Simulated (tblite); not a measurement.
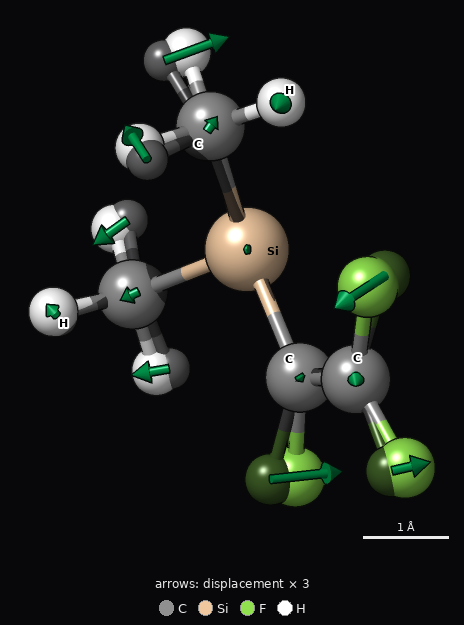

A relaxation of C4H6F3Si (multiplicity 2). The starting structure is drawn faded, the final one solid; green arrows show the displacements, magnified 3 times. The two geometries are superimposed by the best rigid fit.

A ball-and-stick model, seen from a free direction.

Method: tblite 0.8.0, GFN2-xTB geometry optimisation, gas phase. 

### Describe the change and its energy.

An F atom moves most after the best rigid fit: 0.33 Å. By element the largest moves are F 0.33 Å, H 0.28 Å, C 0.09 Å, Si 0.03 Å. Near-neighbour distances that change, for instance: C–Si 1.829 → 1.877 Å, C–Si 1.851 → 1.899 Å, C–H 1.128 → 1.086 Å, C–F 1.367 → 1.330 Å. Bond angles that change, for instance: F–C–F 115.7° → 110.3°, H–C–H 111.8° → 107.7°, Si–C–H 107.6° → 111.2°. After 64 geometry steps the energy has fallen by 0.355 eV. Cost: 0.4 s on 1 thread of Arm Neoverse V1, with other jobs on the host.
